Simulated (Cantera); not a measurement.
Input: 1 mol C3H6, 0.34 mol O2, held at 977 °C.

Equilibrium computed with Cantera from the NASA thermochemical tables; the gas is ideal and each condensed phase is pure. Candidate condensed phases: C, C6H6, C7H8, C8H18, H2O; 110 gas species. The ideal-gas law is rough above about 30 bar. Kinetics and transport are ignored.

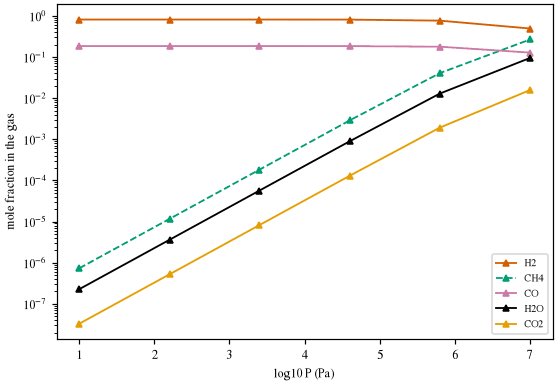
Figure. Equilibrium gas composition (values under 1e-9 drawn at 1e-9)

Problem. Read off the mole fractions at 630000 Pa.

Solution. H2 about 0.77, CO about 0.18, CH4 about 0.041, H2O about 0.013, CO2 about 0.0019.
